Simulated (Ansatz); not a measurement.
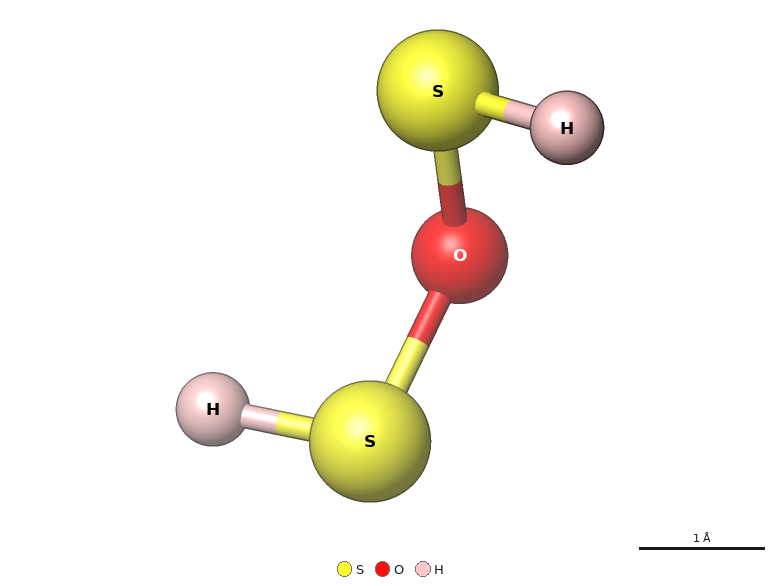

Atoms fade into the background with distance from the viewer. Computed geometry: PBE-D4/def2-SVP optimisation. No frequency run is at hand to confirm it as a minimum. Masses are those of the most abundant isotopes; constants are for the rigid equilibrium geometry.

Q: Classify the rotor and give the rotational constants (MHz).

A: An asymmetric top (C2): A = 36418, B = 3424, C = 3274 MHz. Ray's parameter κ is −0.99, close to the prolate limit.
